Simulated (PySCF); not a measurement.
**Run report: Ga$_{2}$O, frequency calculation**

Ga$_{2}$O, computed with RKS-based PBE, O def2-TZVP, Ga def2-TZVP; non-relativistic Hamiltonian; density fitting (PySCF 2.14.0).

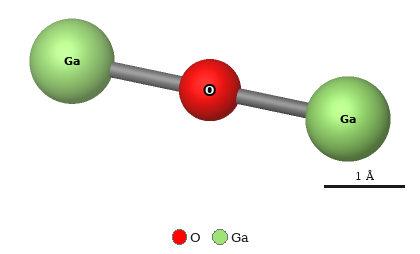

Fig. 1: The input geometry (ball-and-stick view, seen at an oblique angle). Sticks mark near contacts. Bond lengths as drawn: Ga–O 1.83 Å.

### Results in brief

| quantity | value |
| --- | --- |
| outcome | converged |
| total energy | −3924.392389 hartree |
| HOMO | −5.40 eV |
| LUMO | −1.81 eV |
| zero-point energy | 0.002709 hartree |
| dipole moment | 0.00 D |
| wavenumbers, lowest and highest | 56 and 797 cm⁻¹ |
| hardware | 4 threads of Arm Neoverse V2, 24 GiB of memory available, shared host |
| wall time | 11 s (CPU time 37 s) |
| peak memory | 0.97 GiB |

### Input file
```python
from pyscf import gto, scf, dft
mol = gto.M(atom='''
O      0.000000    -0.000000     0.000000
Ga     0.000000     0.000000     1.825611
Ga     0.000000    -0.000000    -1.825611''',
    basis={'O': 'def2-TZVP', 'Ga': 'def2-TZVP'},
    charge=0, spin=0)
mf = dft.RKS(mol, xc='PBE')
mf.grids.atom_grid = (75, 302)
aux = {'O': 'def2-universal-JKFIT', 'Ga': 'def2-universal-JKFIT'}
mf = mf.density_fit(auxbasis=aux)
mf.conv_tol = 1e-09
mf.diis_space = 10
mf.max_cycle = 60
mf.verbose = 4
mf.kernel()
```

The script is an equivalent of the set-up of the self-consistent field. The run itself was carried out by a driver, which started from the orbitals of the step before it where there was one and computed the further properties.

Launched with:
```bash
OMP_NUM_THREADS=4 python axn.py task.json out
```

### What the program printed
```
init E= -3924.39238850467
  HOMO = -0.198399482971126  LUMO = -0.0665153332301109  gap/eV = 3.58875
cycle= 1 E= -3924.39238850465  delta_E= 1.82e-11  |g|= 8.49e-06  |ddm|= 5.57e-06
  HOMO = -0.198398436324339  LUMO = -0.0665151192210439  gap/eV = 3.58873
Extra cycle  E= -3924.39238850447  delta_E= 1.82e-10  |g|= 3.18e-05  |ddm|= 2e-05
converged SCF energy = -3924.39238850447
```

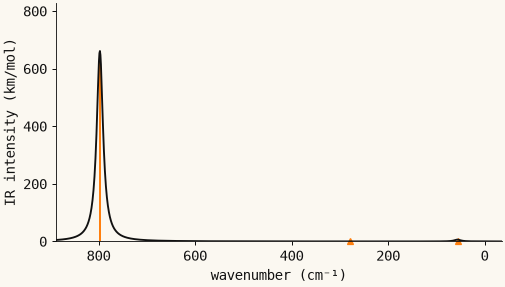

Fig. 2: Harmonic infrared spectrum, unscaled: sticks (degenerate modes added up, dark ones marked on the axis) with a Lorentzian envelope of 16 cm⁻¹ full width, scaled to the tallest stick. 4 modes from 56 to 797 cm⁻¹, none imaginary. The strongest line is at 797 cm⁻¹ (661 km/mol). All modes, in cm⁻¹ (km/mol): 56 (3.2), 56 (3.2), 280 (0.0), 797 (661).

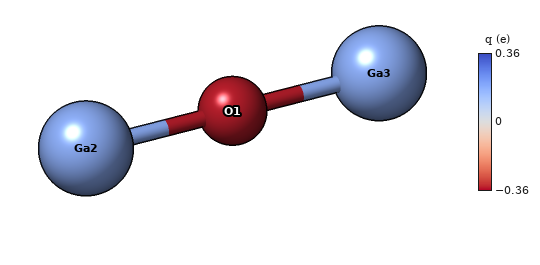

Fig. 3: Mulliken charges, as the colour of each atom (ball-and-stick view, seen at a tilt; atoms are numbered from 1 in the order of the input). By element: O −0.34 and Ga +0.17 e.
